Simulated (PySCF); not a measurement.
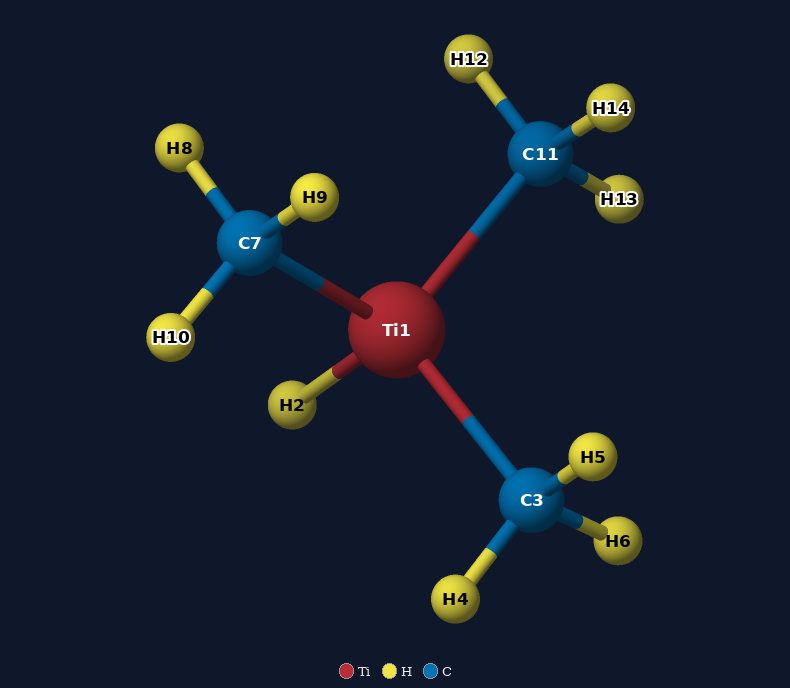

Charge 0, singlet. Computed geometry: PBE0-D3(BJ)/def2-SVP optimisation. No frequency run is at hand to confirm it as a minimum. Properties computed with delta-SCF UKS SCAN, pcX-2 on the ionised atom (unc-x2c-TZVPall on a metal), pcseg-1 elsewhere, spin-free X2C (PySCF 2.14.0).

Give the core-electron binding energies (to vacuum; p and d levels without spin–orbit splitting) of Ti1 2p, C3 1s.

```
atom  level  binding energy (eV)
 Ti1     2p                463.7
  C3     1s                289.4
```
